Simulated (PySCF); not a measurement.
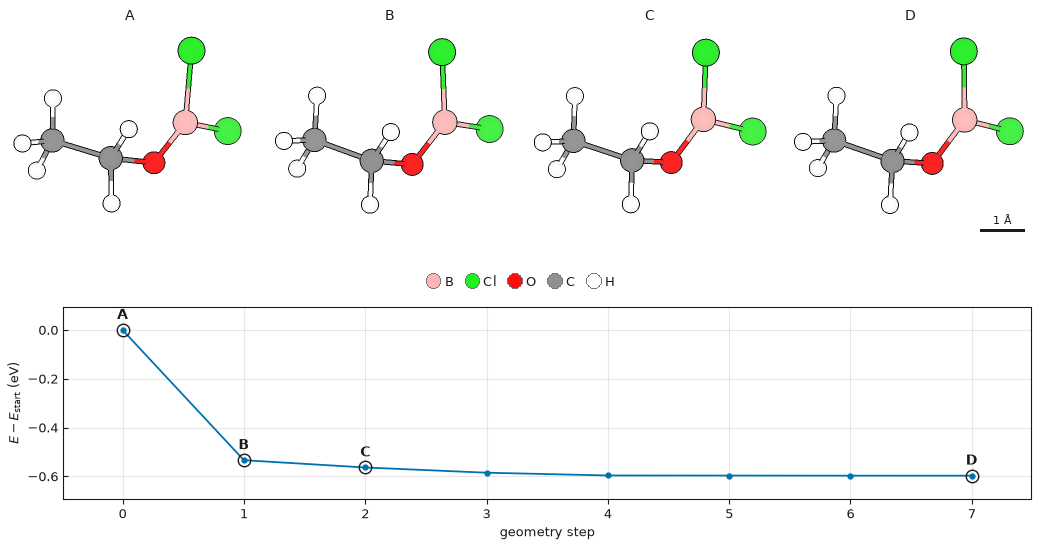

Frames of a relaxation of C2H5BCl2O, marked on the history of the run. The picture is a ball-and-stick view, seen at a tilt.

The start comes from GFN2-xTB. Its atoms were then displaced at random by about 0.03 Å.

Theory: PBE0-D3(BJ)/def2-SVP geometry optimisation, gas phase (PySCF 2.14.0, density-fitted response routines). 

> What happens along the run?

After 7 geometry steps the energy has fallen by 0.597 eV. A Cl atom moves most after the best rigid fit: 0.21 Å. Largest moves by element: Cl 0.21 Å, H 0.11 Å, C 0.08 Å, O 0.08 Å, B 0.06 Å. Some distances before and after: B–Cl 1.896 → 1.768 Å, B–O 1.241 → 1.330 Å, C–O 1.502 → 1.420 Å, B–Cl 1.689 → 1.755 Å. Bond angles that change, for instance: O–C–H 101.5° → 106.0°, Cl–B–Cl 116.0° → 119.1°, O–C–C 113.5° → 111.0°. The run took 38 s on 1 thread of Arm Neoverse V2, with other jobs on the host. From step 0 to 1: a Cl atom moves most (0.24 Å), energy −0.534 eV. From step 1 to 2: a Cl atom moves most (0.10 Å), energy −0.030 eV. From step 2 to 7: a Cl atom moves most (0.07 Å), energy −0.034 eV.

```csv
step,"E − E(0), eV"
0,0.0000
1,-0.5335
2,-0.5634
3,-0.5848
4,-0.5961
5,-0.5965
6,-0.5969
7,-0.5970
```
